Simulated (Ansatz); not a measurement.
Process, species as SMILES: C#C (C2H2) → C#[C-] + H+
B3LYP-D3(BJ)/def2-TZVP geometries, fixed; electronic energies without zero-point terms.

Basis-set convergence of the deprotonation energy at MP2 with Ansatz (a program for electronic structure). Cartesian d functions, on some or all atoms, in 6-31G*, 6-31+G*; all else is spherical. Cores are frozen. No added dispersion term, no relativity. Functions are those of the species that has most. Reference: Hartree-Fock in aug-cc-pVQZ plus the correlation part extrapolated as X^-3 from aug-cc-pVTZ and aug-cc-pVQZ, 383.28 kcal/mol, itself unsure by roughly 0.08 kcal/mol (a third of the extrapolation step and of the last Hartree-Fock step). Deviations are taken from unrounded values.

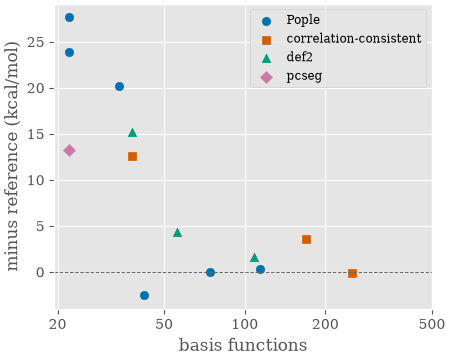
Deviation from the reference against the number of basis functions, by family of sets.

```tsv
basis	functions	deprotonation energy (kcal/mol)	minus reference (kcal/mol)
3-21G	22	410.92	27.64
6-31G	22	407.17	23.89
pcseg-0	22	396.52	13.24
6-31G*	34	403.49	20.21
cc-pVDZ	38	395.87	12.59
def2-SVP	38	398.45	15.17
6-31+G*	42	380.80	-2.47
def2-SVPD	56	387.57	4.29
6-311++G(2d,2p)	74	383.31	0.03
def2-TZVPPD	108	384.91	1.63
6-311++G(3df,3pd)	114	383.59	0.31
cc-pVQZ	170	386.82	3.54
aug-cc-pVQZ	252	383.22	-0.05
```
